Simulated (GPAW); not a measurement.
The K K edge of atom 3 in KNiF3 (Pm-3m), with 12 F at 2.83 Å (cuboctahedral, site symmetry m-3m), was computed in 2 ways: full core hole (charged cell) and no core hole. Program and functional: GPAW, LDA + U, Gaussian full width 0.9 eV up to 4 eV, rising linearly to 3.5 eV at 25 eV; cells of 10 atoms.

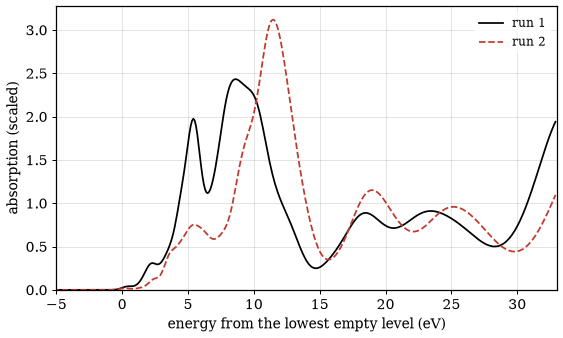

Each run is counted from its own lowest empty level or Fermi level and scaled to a mean of 1 over its first 20 eV.

The database entry behind the starting cell differs from later determinations by our own check (about 0.35 % short), so it need not match the best structure at ambient conditions.

Which run is which?

Run 1: full core hole (charged cell) (area from −2 to 6 eV 4.0, main maxima 5.4 eV (1.98), 8.6 eV (2.43), 18.5 eV (0.89) and 23.4 eV (0.91)). Run 2: no core hole (area from −2 to 6 eV 1.9, main maxima 5.5 eV (0.75), 11.5 eV (3.12), 19.0 eV (1.15) and 25.2 eV (0.96)). With each curve scaled to its own mean, the area from −2 to 6 eV with the hole is 4.0 against 1.9, and the centre of weight from −1 to 20 eV moves by -1.8 eV: the hole pulls the absorber's empty states down.

[Hosts, paths, dates, database ids (printed as entryN), source tags and the programs' standing remarks are cut or masked in the printed files.]

[Lists of maxima count a maximum above −3 eV only where it reaches 4 % of the highest in the window and stands out from its surroundings by 2 % of it (1.5 % where it reaches 55 %); shoulders and weaker maxima are passed over, and of the rest the first, up to two pre-edge ones and the few strongest are named.]
